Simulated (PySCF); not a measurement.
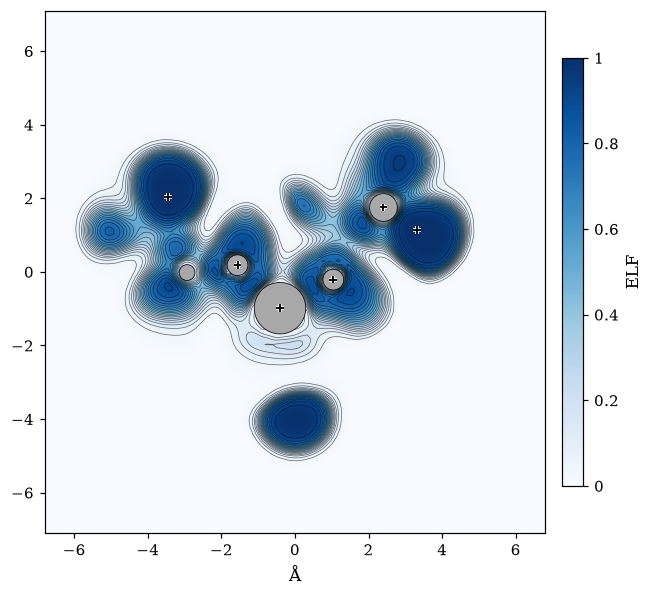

The electron localisation function on a plane through atoms (crosses mark nuclei in the plane; grey discs cover the cores).

Computed with PBE0/pcSseg-1, SCF density, gas phase, non-relativistic in PySCF.

Candidates:
A. C₈H₂₀O₄Si (SMILES CCO[Si](OCC)(OCC)OCC)
B. C₇H₅F₃O (SMILES FC(F)(F)Oc1ccccc1)

Question: Which candidate gave the map?

Answer: Candidate A: C₈H₂₀O₄Si on the plane of atoms O2, Si1 and O10, which holds Si, O, C and H. Si–O (1.64 Å): the ELF peaks at about 0.90 between the atoms (a shared but strongly polarised pair). C–H (1.10 Å): the ELF climbs to about 1 towards the hydrogen, as it does in any bond to H (an ordinary covalent bond to hydrogen).
